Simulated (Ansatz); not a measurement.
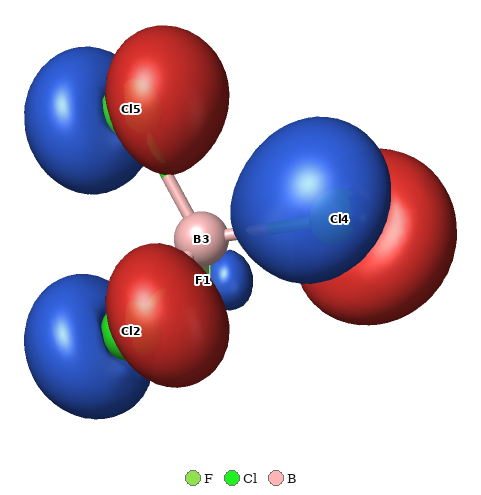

Figure. BCl₃F (charge −1). The HOMO−1 at ±0.1 Å⁻³ᐟ² (blue and red are the two phases), seen at a tilt.

Geometry: PBE0-D4/def2-TZVPD.

Computed with RKS PBE0-D4/def2-TZVPPD in Ansatz.

```xyz
5

F    -0.1398    0.0775   -1.4662
Cl   -1.1353    1.2719    0.7062
B    -0.0102    0.0057   -0.1074
Cl   -0.4845   -1.7129    0.4864
Cl    1.7698    0.3578    0.3809
```

> Describe this orbital and give its energy.

By Hirshfeld shares it lies mainly on Cl4 (about 50 %), Cl2 (about 20 %) and Cl5 (about 20 %); largely a combination of lone pairs on Cl4, Cl2 and Cl5. It is one of a degenerate set, so its orientation is arbitrary. Its energy is −3.83 eV.
